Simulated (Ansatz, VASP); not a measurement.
# Cross-check of SiC (Moissanite 3C) between VASP and Ansatz

One calculation is typed for both programs; each brings its own data sets and cutoff. How far apart do they land?

Main program and level: Ansatz 0.2.0; plane waves, with VASP 6.6.1 beside it; band structure at PBE0 and band structure at r2SCAN-EpsX.

## (1) The starting structure

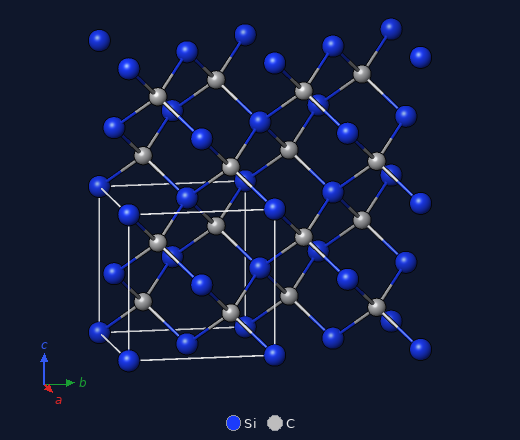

Start, viewed slightly off an axis; silicon blue, carbon light grey. 1×2×2 cells are drawn. This picture shows the conventional cell, with its axes. Bonds to atoms that aren't drawn are left out. Some periodic images of atoms are drawn too.

Structure file:

```xyz
2
Lattice="0.0000 2.1790 2.1790 2.1790 0.0000 2.1790 2.1790 2.1790 0.0000" Properties=species:S:1:pos:R:3 pbc="T T T"
Si    0.0000    0.0000    0.0000
C     3.2685    3.2685    3.2685
```

## (2) VASP: band structure, PBE0

The same path points are solved in both programs, so levels can be compared one by one.

Lines of VASP's logs that name or quote its potential files are left out, and so is its time.

Input file INCAR:

```
SYSTEM = SiC
PREC = Accurate
ENCUT = 460
EDIFF = 1E-06
NELM = 100
ISMEAR = 0
SIGMA = 0.03
LREAL = .FALSE.
ALGO = Normal
LHFCALC = .TRUE.
AEXX = 0.25
GGA = PE
LASPH = .TRUE.
NBANDS = 10
PRECFOCK = Fast
HFRCUT = -1
LORBIT = 11
LWAVE = .FALSE.
LCHARG = .FALSE.
KPAR = 4
```

Input file POSCAR:

```
SiC
1.0
    0.0000000000      2.1790000000      2.1790000000
    2.1790000000      0.0000000000      2.1790000000
    2.1790000000      2.1790000000      0.0000000000
Si C
1 1
Direct
    0.0000000000      0.0000000000      0.0000000000
    0.7500000000      0.7500000000      0.7500000000
```

Input file KPOINTS:

```
Automatic mesh
0
Gamma
6 6 6
0 0 0
```

Input file KPOINTS_OPT:

```
Line mode
10
Line-mode
Reciprocal
  0.00000000   0.00000000   0.00000000 GAMMA
  0.50000000   0.00000000   0.50000000 X

  0.50000000   0.00000000   0.50000000 X
  0.50000000   0.25000000   0.75000000 W

  0.50000000   0.25000000   0.75000000 W
  0.37500000   0.37500000   0.75000000 K

  0.37500000   0.37500000   0.75000000 K
  0.00000000   0.00000000   0.00000000 GAMMA

  0.00000000   0.00000000   0.00000000 GAMMA
  0.50000000   0.50000000   0.50000000 L

  0.50000000   0.50000000   0.50000000 L
  0.62500000   0.25000000   0.62500000 U

  0.62500000   0.25000000   0.62500000 U
  0.50000000   0.25000000   0.75000000 W

  0.50000000   0.25000000   0.75000000 W
  0.50000000   0.50000000   0.50000000 L

  0.50000000   0.50000000   0.50000000 L
  0.37500000   0.37500000   0.75000000 K

  0.62500000   0.25000000   0.62500000 U
  0.50000000   0.00000000   0.50000000 X
```

Potentials, in the order of the species: Si and C (PBE family, release 64).

On the command line:

```bash
$ mpirun -np 4 vasp_std
```

Numbers of over 12 decimals in the logs are rounded to 6 here.

The program printed:

```text
[banner, memory and clock lines left out]
running    4 mpi-ranks, on    1 nodes
 distrk:  each k-point on    1 cores,    4 groups
 distr:  one band on    1 cores,    1 groups

 POSCAR found type information on POSCAR SiC
 POSCAR found :  2 types and       2 ions
 LDA part: xc-table for (Slater+PW92), standard interpolation
 found WAVECAR, reading the header
 POSCAR, INCAR and KPOINTS ok, starting setup
 FFT: planning ... GRIDC
 FFT: planning ... GRID_SOFT
 FFT: planning ... GRID
 HFRCUT set to (new)   10.218542
 reading WAVECAR
 the WAVECAR file was read successfully
 initial charge from wavefunction
 entering main loop
       N       E                     dE             d eps       ncg     rms          rms(c)
DAV:   1    -0.184646343857E+02   -0.18465E+02   -0.80112E-01   320   0.651E+00    0.371E+00
DAV:   2    -0.184684750145E+02   -0.38406E-02   -0.12494E-02   384   0.841E-01    0.244E+00
DAV:   3    -0.184667910152E+02    0.16840E-02   -0.16755E-03   382   0.225E-01    0.142E+00
DAV:   4    -0.184663505152E+02    0.44050E-03   -0.48910E-04   338   0.115E-01    0.793E-01
DAV:   5    -0.184662027774E+02    0.14774E-03   -0.62462E-05   322   0.500E-02    0.443E-01
DAV:   6    -0.184661490830E+02    0.53694E-04   -0.18852E-05   330   0.354E-02    0.251E-01
DAV:   7    -0.184661320854E+02    0.16998E-04   -0.68640E-06   342   0.214E-02    0.142E-01
DAV:   8    -0.184661267083E+02    0.53771E-05   -0.18285E-06   298   0.113E-02    0.802E-02
DAV:   9    -0.184661250310E+02    0.16773E-05   -0.59393E-07   160   0.631E-03    0.459E-02
DAV:  10    -0.184661245700E+02    0.46094E-06   -0.26573E-07   160   0.435E-03
   1 F= -.18466125E+02 E0= -.18466125E+02  d E =-.230136E-15
 Start KPOINTS_OPT (optional k-point list driver)
k-point batch [1-16\100]
       N       E                     dE             ncg
DAV:   1     0.503057028267E+03   -0.33971E+04      320
DAV:   2     0.141664812156E+03   -0.36139E+03      424
DAV:   3     0.122927444012E+03   -0.18737E+02      400
DAV:   4     0.122754203314E+03   -0.17324E+00      400
DAV:   5     0.122752804613E+03   -0.13987E-02      422
DAV:   6     0.122752800263E+03   -0.43501E-05      400
DAV:   7     0.122752800246E+03   -0.17347E-07      386
[...]
k-point batch [97-100\100]
       N       E                     dE             ncg
DAV:   1     0.430953372769E+04   -0.14550E+04       96
DAV:   2     0.425585700192E+04   -0.53677E+02      104
DAV:   3     0.425474259433E+04   -0.11144E+01      118
DAV:   4     0.425473453568E+04   -0.80586E-02      104
DAV:   5     0.425473451750E+04   -0.18176E-04      118
DAV:   6     0.425473451747E+04   -0.32383E-07      120
```

Parts of OUTCAR (step 2):

```text
ion  position               nearest neighbor table
   1  0.000  0.000  0.000-   2 1.89   2 1.89   2 1.89   2 1.89
   2  0.750  0.750  0.750-   1 1.89   1 1.89   1 1.89   1 1.89

  LATTYP: Found a face centered cubic cell.
 ALAT       =     4.3580000000

 Subroutine GETGRP returns: Found 24 space group operations
 (whereof 24 operations were pure point group operations)

The static configuration has the point symmetry T_d .

 Found     16 irreducible k-points:

   k-points           NKPTS =     16   k-points in BZ     NKDIM =    216   number of bands    NBANDS=     10

   dimension x,y,z NGX =    24 NGY =   24 NGZ =   24
   dimension x,y,z NGXF=    48 NGYF=   48 NGZF=   48

   ENCUT  =  460.0 eV  33.81 Ry    5.81 a.u.   5.39  5.39  5.39*2*pi/ulx,y,z

   NELECT =       8.0000    total number of electrons

 k-points in reciprocal lattice and weights: Automatic mesh
   0.00000000  0.00000000  0.00000000       0.005
   0.16666667  0.00000000  0.00000000       0.037
   0.33333333  0.00000000  0.00000000       0.037
   0.50000000  0.00000000  0.00000000       0.019
   0.16666667  0.16666667  0.00000000       0.028
   0.33333333  0.16666667  0.00000000       0.111
   0.50000000  0.16666667  0.00000000       0.111
  -0.33333333  0.16666667  0.00000000       0.111
  -0.16666667  0.16666667  0.00000000       0.056
[...]
-0.33333333  0.33333333  0.16666667       0.111
  -0.33333333  0.50000000  0.16666667       0.056

  exchange ACFDT corr.  =         0.00000000  see jH, gK, PRB 81, 115126

 average (electrostatic) potential at core
       1 -76.2883       2 -40.5117

 E-fermi :   7.2742

 k-point     1 :       0.0000    0.0000    0.0000
  band No.  band energies     occupation
      1      -9.9258      2.00000
      2       7.1165      2.00000
      3       7.1165      2.00000
      4       7.1165      2.00000
      5      15.4085      0.00000
      6      16.4523      0.00000
      7      16.4523      0.00000
      8      16.4523      0.00000
      9      23.9765      0.00000
    ...

 k-point     2 :       0.1667    0.0000    0.0000
  band No.  band energies     occupation
      1      -9.3389      2.00000
      2       4.5148      2.00000
      3       6.7546      2.00000
      4       6.7546      2.00000
      5      15.4634      0.00000
      6      17.0255      0.00000
      7      17.0255      0.00000
      8      17.6647      0.00000
      9      22.3253      0.00000
    ...

 k-point     3 :       0.3333    0.0000    0.0000
  band No.  band energies     occupation
      1      -7.6811      2.00000
      2       0.2883      2.00000
      3       6.1833      2.00000
      4       6.1833      2.00000
      5      14.7648      0.00000
      6      16.8105      0.00000
      7      16.8105      0.00000
      8      19.3587      0.00000
      9      23.7733      0.00000
    ...

  energy-cutoff  :      460.00
  volume of cell :       20.69
      direct lattice vectors                 reciprocal lattice vectors
     0.000000000  2.179000000  2.179000000    -0.229463056  0.229463056  0.229463056
     2.179000000  0.000000000  2.179000000     0.229463056 -0.229463056  0.229463056
     2.179000000  2.179000000  0.000000000     0.229463056  0.229463056 -0.229463056

 POSITION                                       TOTAL-FORCE (eV/Angst)
 -----------------------------------------------------------------------------------
      0.00000      0.00000      0.00000        -0.000000     -0.000000     -0.000000
      3.26850      3.26850      3.26850         0.000000      0.000000      0.000000
 -----------------------------------------------------------------------------------
    total drift:                               -0.000001      0.000000     -0.000000

  FREE ENERGIE OF THE ION-ELECTRON SYSTEM (eV)
  ---------------------------------------------------
  free  energy   TOTEN  =       -18.4661245700 eV

  energy  without entropy=      -18.4661245700  energy(sigma->0) =      -18.46612457

 total charge
# of ion       s       p       d       tot
------------------------------------------
    1        0.717   0.987   0.000   1.704
    2        0.838   1.714   0.000   2.552
--------------------------------------------------
tot          1.555   2.701   0.000   4.256

[... 3 further parts left out ...]
```

## (3) Ansatz: band structure, PBE0

Ansatz runs on its default PAW (the set named soft_2) files.

The same cell, functional, mesh and smearing now go to Ansatz, which takes its cutoff from its data sets.

Input file input.yaml:

```yaml
crystal:
  lattice:
    - [0.0, 2.179, 2.179]
    - [2.179, 0.0, 2.179]
    - [2.179, 2.179, 0.0]
  atoms:
    - { symbol: Si, position: [0.0, 0.0, 0.0] }
    - { symbol: C, position: [0.75, 0.75, 0.75] }
hamiltonian:
  xc: pbe0
  pseudopotentials: { kind: paw }
kpoints:
  mp_grid: { grid: [6, 6, 6] }
  band_path:
    path:
      - [0.0, 0.0, 0.0]
      - [0.5, 0.0, 0.5]
      - [0.5, 0.22222, 0.72222]
      - [0.40278, 0.34722, 0.75]
      - [0.125, 0.125, 0.25]
      - [0.27778, 0.27778, 0.27778]
      - [0.55556, 0.38889, 0.55556]
      - [0.58333, 0.25, 0.66667]
      - [0.5, 0.30556, 0.69444]
      - [0.48611, 0.48611, 0.52778]
      - [0.625, 0.25, 0.625]
      - [0.5, 0.0, 0.5]
    npoints: 1
scf:
  occupations: { method: gaussian, width: 0.03 }
  n_extra_bands: 7
output:
  forces: true
  stress: true
  eigenvalues: true
```

On the command line:

```bash
$ ansatz run input.yaml --threads 4 --pin off --max-ram 9216MiB --backend cpu --events-out ev --progress --plain --runs-dir out
```

The program printed:

```text
Warning: output.stress: scf.convergence.dr2_threshold = 1e-7 eV (the SCF's general default) is looser than the 2e-10 eV advised for a printed stress (1e-10 eV for each atom of the cell: 2). What an SCF threshold leaves in a stress goes as its square root, and in the free energy as the threshold itself, and one threshold admits the most on a small cell: [figures from the program's tests cut] Set scf.convergence.dr2_threshold to 2e-10 eV or tighter. The threshold is an SCF's pass mark: one that does not reach it within its budget of iterations ends unconverged, or closes short of it on a stop that the run arms, and scf.convergence.dr2_threshold's page says what that costs each kind of run
Warning: output.stress: scf.exx.energy_threshold = 1e-6 eV is looser than the 2e-8 eV advised for a stress under a hybrid functional (1e-8 eV for each atom of the cell: 2). Every SCF of the exchange loop can meet its threshold on dr2 while the loop round them stops early: no threshold on dr2 bounds what that leaves in the stress. Set scf.exx.energy_threshold to 2e-8 eV or tighter. The threshold is the loop's pass mark: a loop that does not reach it within its budget of cycles ends unconverged, and scf.exx.energy_threshold's page has the law
scf.n_extra_bands = 7 over 4 filled bands (N_el = 8.0): the run solves 11 bands
Engine: ansatz 0.2.0, aarch64-unknown-linux-gnu
Pseudopotentials: kind: paw
Pseudopotential: Si, paw, valence charge 4, recommended cutoff 420 eV (normal), Si.paw.azcp
Pseudopotential: C, paw, valence charge 4, recommended cutoff 420 eV (normal), C.paw.azcp
Functional definition: PBE0
  parameter a = 0.25
  parameter kappa = 0.804
  parameter beta = 0.066725
  exchange = (1 - a)*pbe_x(kappa = kappa, mu = beta*pi^2/3) + a*exact_x
  correlation = pbe_c(beta = beta)
Crystal: 2 atoms, lattice volume = 20.692 Å³
Basis set: ecut = 420 eV, 411 PW (Γ), exchange–correlation on 48×48×48 points (8 copies of the dense FFT grid, shifted against one another)
Bands: 11, of which v1, the nominal top of the filled ones, is band 4 counted from 1 (3 counted from 0)
Symmetry: 24 space group operations
Space group: F-43m (ITA 216), of the structure as read, at distance tolerance 2.7e-5 Å
k-points: 16 of 216 (time reversal used)
Non-local potential: Si, projectors of the file, l = 0: 2, l = 1: 2, l = 2: 2
Non-local potential: C, projectors of the file, l = 0: 2, l = 1: 2, l = 2: 1
PAW form: soft (Blöchl's): semilocal exchange-correlation on the pseudo side does not see the compensation charge
PAW frozen core: Si, regenerated for the run's functional, and the local potential with it (the file was generated under x = pbe(κ = 0.804, μ = 0.219515), c = pbe(β = 0.066725))
PAW frozen core: C, regenerated for the run's functional, and the local potential with it (the file was generated under x = pbe(κ = 0.804, μ = 0.219515), c = pbe(β = 0.066725))
PAW one-centre angular grid: Si, 110 points (default); XC on 64 Gauss nodes
PAW one-centre angular grid: C, 110 points (default); XC on 64 Gauss nodes
Initial density: superposition of atomic densities (neutral atoms: chi_scale 0, normalization atom), corrected by the library's trained network
Initial wavefunctions: pseudopotential atomic-orbital guess
Functional: x = pbe(κ = 0.804, μ = 0.219515), c = pbe(β = 0.066725), warm-up for x = 0.75 pbe(κ = 0.804, μ = 0.219515) + 0.25 exact, c = pbe(β = 0.066725)
SCF iter   1: F=—  HF=-887.142679 eV  |F-HF|=—  |Δ(HF+E_count)|=         —  Δρ=1.50e-3  dr2=3.53e-4  ethr=1.77e-3  ⟨swp⟩=6.6  Hψ=857  notcnv=0
preconditioner: auto → none  [insulator: Δε(μ)=1.335 eV  Ē_g=17.559 eV  σ=0.030 eV  W_gap=1.00  n_scr=0 (ndim 8)  ℏωp=23.1 eV  f_vac=0.000  D(μ)=0.00/eV (n_scr^D=0)]
iter 2 solved again at ethr=2.70e-7 eV; its pass at ethr=4.42e-6 eV (dr2=2.16e-5 eV) is discarded
SCF iter   2: F=-887.142777 eV  HF=-887.142734 eV  |F-HF|=4.26e-5  |Δ(HF+E_count)|=   5.50e-5  Δρ=5.67e-4  dr2=2.25e-5  ethr=2.70e-7  ⟨swp⟩=2.2  Hψ=599  notcnv=0  defer=1
SCF 1 stopped early in 2 iterations: F = -887.142777 eV  dr2 = 2.25e-5
  greatest PAW one-centre occupation: 0.645 electrons in one spin orbital (limit 2), on the C atom at site 1 (counted from 0), in its partial waves of l = 0
Initial density: handed on by an earlier stage of this run
Initial wavefunctions: those handed on with the density
Functional: x = 0.75 pbe(κ = 0.804, μ = 0.219515) + 0.25 exact, c = pbe(β = 0.066725)
Frozen-core exchange: fock
SCF iter   1: F=—  HF=-888.013376 eV  |F-HF|=—  |Δ(HF+E_count)|=         —  Δρ=5.46e-3  dr2=3.83e-3  ethr=2.82e-6  ⟨swp⟩=7.2  Hψ=861  notcnv=0
preconditioner: auto → none  [insulator: Δε(μ)=2.911 eV  Ē_g=20.462 eV  σ=0.030 eV  W_gap=1.00  n_scr=0 (ndim 8)  ℏωp=23.1 eV  f_vac=0.000  D(μ)=0.00/eV (n_scr^D=0)]
SCF iter   2: F=—  HF=-888.011905 eV  |F-HF|=—  |Δ(HF+E_count)|=   1.47e-3  Δρ=2.55e-3  dr2=1.02e-3  ethr=2.82e-6  ⟨swp⟩=3.0  Hψ=370  notcnv=0
SCF iter   3: F=—  HF=-888.014772 eV  |F-HF|=—  |Δ(HF+E_count)|=   2.87e-3  Δρ=8.03e-4  dr2=1.52e-4  ethr=2.82e-6  ⟨swp⟩=3.2  Hψ=329  notcnv=0  defer=3
SCF iter   4: F=—  HF=-888.014729 eV  |F-HF|=—  |Δ(HF+E_count)|=   4.31e-5  Δρ=2.30e-4  dr2=1.80e-5  ethr=1.68e-6  ⟨swp⟩=2.6  Hψ=267  notcnv=0  defer=1
SCF iter   5: F=-888.014769 eV  HF=-888.014770 eV  |F-HF|=1.35e-6  |Δ(HF+E_count)|=   4.12e-5  Δρ=1.25e-4  dr2=3.19e-6  ethr=1.37e-7  ⟨swp⟩=3.0  Hψ=268  notcnv=0  defer=1
SCF 2 stopped early in 5 iterations: F = -888.014769 eV  dr2 = 3.19e-6
hybrid outer 1: dexx = +3.513e-3 eV, tail = 9.08e-6 eV
Frozen-core exchange: fock
SCF iter   1: F=—  HF=-888.014765 eV  |F-HF|=—  |Δ(HF+E_count)|=         —  Δρ=4.81e-5  dr2=5.14e-7  ethr=5.68e-7  ⟨swp⟩=5.2  Hψ=507  notcnv=0
preconditioner: auto → none  [insulator: Δε(μ)=2.954 eV  Ē_g=20.464 eV  σ=0.030 eV  W_gap=1.00  n_scr=0 (ndim 8)  ℏωp=23.1 eV  f_vac=0.000  D(μ)=0.00/eV (n_scr^D=0)]
SCF iter   2: F=—  HF=-888.014765 eV  |F-HF|=—  |Δ(HF+E_count)|=   1.54e-7  Δρ=8.76e-6  dr2=1.60e-8  ethr=6.34e-9  ⟨swp⟩=2.3  Hψ=246  notcnv=0
SCF iter   3: F=-888.014765 eV  HF=-888.014765 eV  |F-HF|=2.24e-9  |Δ(HF+E_count)|=   3.12e-8  Δρ=4.94e-6  dr2=3.71e-9  ethr=1.14e-10  ⟨swp⟩=3.5  Hψ=377  notcnv=0  defer=6
SCF 3 converged in 3 iterations: F = -888.014765 eV  dr2 = 3.71e-9
  Residual-converged pass: ⟨swp⟩=2.7  Hψ=257  notcnv=0  max |occ|·‖R‖ = 2.4e-6 eV (tolerance 2.4e-6 eV)  dr2=3.70e-9  dr2_onsite=8.12e-11  max |Δocc| = 0.0e0
hybrid outer 2: dexx = +5.633e-8 eV, tail = 8.60e-9 eV, Δε = 2.03e-3 eV (about 1.13e-4 eV left of the loop's levels)
NSCF: frozen V_eff on 12 k-points
hybrid SCF converged: 2 outer / 8 inner (+2 warm-up), last move |dexx| = 5.63e-8 eV, tail = 8.60e-9 eV
Stability not checked: this state was not tested for a lower state beside it, because the functional holds exact exchange (a hybrid, or Hartree-Fock), whose exchange loop this test does not read (fock_operator; see scf.lower_state_search)
Free energy (F): -888.014765 eV
Frozen-core exchange: fock
Harris-Foulkes:  -888.014765 eV  (|F-HF|=2.24e-9)
Internal energy: -888.014765 eV  (E = F + TS)
E sigma→0 (E₀):  -888.014765 eV
Fermi energy:    9.975547 eV
--- Per-component energies (eV) ---
  E_band       = 15.874634
  E_kinetic    = 135.779744
  E_local      = -103.391023  (includes V_loc(G=0)·N_el)
  E_nonlocal   = 50.555924
  E_hartree    = 32.186783
  E_xc         = -81.853343
  E_vxc        = -85.047189  (∫ρ·V_xc dr)
  E_exx        = -18.495042  (= α·E_x^exact, valence–valence)
  E_paw        = -617.940232  (= ΣΔE_a)
  E_vpaw       = -9.406766  (= ΣTr[D̂ρ^β])
  E_aug_tail   = 0.000011  (compensation charges beyond the density's cutoff)
  E_ewald      = -284.783780
  E_core_change = -0.073806  (= ΣΔE_core)
  E_smearing   = -0.000000  (= −TS)
  E_closure    = 0.000000  (closes the sum)
  Σ components = -888.014765   (vs F -888.014765, Δ=0.00e0)
--- Forces (eV/Å), atoms counted from 1 ---
  atom   1  Si    -0.00000000     0.00000000     0.00000000
  atom   2  C      0.00000000     0.00000000     0.00000000
  max |Σ_I F_I| component: 3.70e-17 eV/Å
--- Stress (GPa, compression-positive) ---
       -1.553086       0.000000      -0.000000
        0.000000      -1.553086       0.000000
        0.000000       0.000000      -1.553086
  P = ⅓ Tr σ = -1.5531 GPa (-15.531 kbar)
--- Band table (eV; the first three rows and the last of 16) ---
  k-point 0: bands = [-8.5326, 8.4991, 8.4991, 8.4991, 16.7636, 17.8435, 17.8435, 17.8435, ... 3 higher]
  k-point 1: bands = [-7.9464, 5.8961, 8.1395, 8.1395, 16.8361, 18.4144, 18.4144, 19.0376, ... 3 higher]
  k-point 2: bands = [-6.2895, 1.6772, 7.5705, 7.5705, 16.1352, 18.1891, 18.1891, 20.7191, ... 3 higher]
  k-point 15: bands = [-2.9379, 0.4803, 3.5537, 3.7423, 14.2668, 17.5787, 21.6792, 23.1233, ... 3 higher]
```

It took 9.2 s on 4 threads of Arm Neoverse V2, shared host; peak memory 0.58 GiB.

In the SCF lines HF is the Harris–Foulkes energy and dr2 the Hartree energy of the density residual, in eV; the loop may stop once dr2 is under the threshold and the program's other checks hold. Hψ counts applications of the Hamiltonian.

## (4) Side by side

Known differences besides the PAW data sets themselves: exact exchange at q = 0 is treated differently, which shows on coarse meshes; VASP keeps PBE cores, Ansatz makes them for the functional; the cutoff is 420 eV in Ansatz and 460 eV in VASP; VASP takes a coarser grid for exact exchange (PRECFOCK = Fast). Total energies have different zeros and are not compared.

The two programs side by side:

| quantity | Ansatz | VASP | difference |
| --- | --- | --- | --- |
| gap over the path points (eV) | 2.953 | 2.963 | -0.010 |

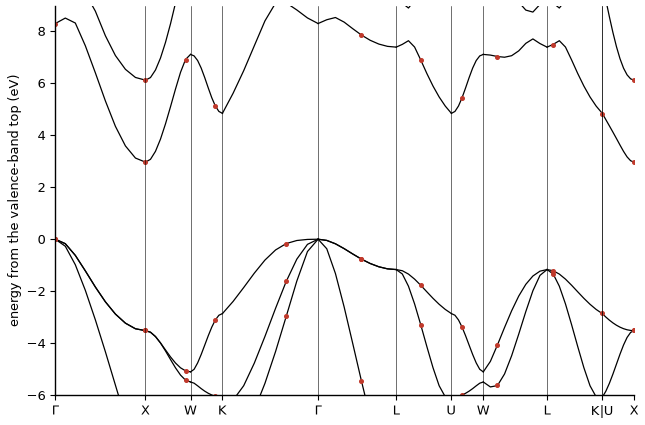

Bands from VASP (lines) and levels from Ansatz (dots). Dots without a line are higher empty bands that the VASP plot leaves out.

Levels at points of the path, from each program's valence-band top (eV; 3 filled, then empty):

| k (reciprocal lattice) | Ansatz | VASP |
| --- | --- | --- |
| 0.000 0.000 0.000 | 0.00 0.00 0.00 8.26 9.34 9.34 | 0.00 0.00 0.00 8.29 9.34 9.34 |
| 0.500 0.000 0.500 | -8.58 -3.51 -3.51 2.95 6.11 16.70 | -8.59 -3.52 -3.52 2.96 6.12 16.72 |
| 0.500 0.222 0.722 | -7.76 -5.42 -5.05 6.90 10.86 11.89 | -7.77 -5.42 -5.06 6.91 10.87 11.90 |
| 0.403 0.347 0.750 | -7.97 -6.03 -3.10 5.11 9.89 13.74 | -7.98 -6.04 -3.10 5.12 9.90 13.76 |
| 0.125 0.125 0.250 | -2.97 -1.62 -0.17 9.09 9.41 9.87 | -2.97 -1.62 -0.17 9.09 9.41 9.86 |
| 0.278 0.278 0.278 | -5.45 -0.76 -0.76 7.84 9.92 9.92 | -5.46 -0.77 -0.77 7.85 9.92 9.92 |
| 0.556 0.389 0.556 | -8.92 -3.29 -1.76 6.88 9.83 10.75 | -8.93 -3.29 -1.77 6.89 9.84 10.76 |
| 0.583 0.250 0.667 | -7.94 -5.99 -3.37 5.43 9.97 13.35 | -7.95 -5.99 -3.38 5.44 9.98 13.36 |
| 0.500 0.306 0.694 | -7.84 -5.62 -4.06 7.01 10.50 12.24 | -7.85 -5.63 -4.06 7.02 10.51 12.25 |
| 0.486 0.486 0.528 | -9.37 -1.33 -1.21 7.48 9.07 9.33 | -9.38 -1.34 -1.21 7.49 9.08 9.34 |

Among the levels compared (up to four filled and three empty ones at each point), filled levels agree within 10 meV and empty ones within 27 meV.

[end of part 1 of 2]

[Lines on the potential files, build, host, timing and source positions are cut from VASP's logs without a mark.]

[Logs are printed without paths, hosts, clocks, repeated set-up lines and the standing remarks that a program may print on its own settings, such as how far it seeks lower states.]

[Hosts, paths, dates, database ids (printed as entryN), source tags and the programs' standing remarks are cut or masked in the printed files.]
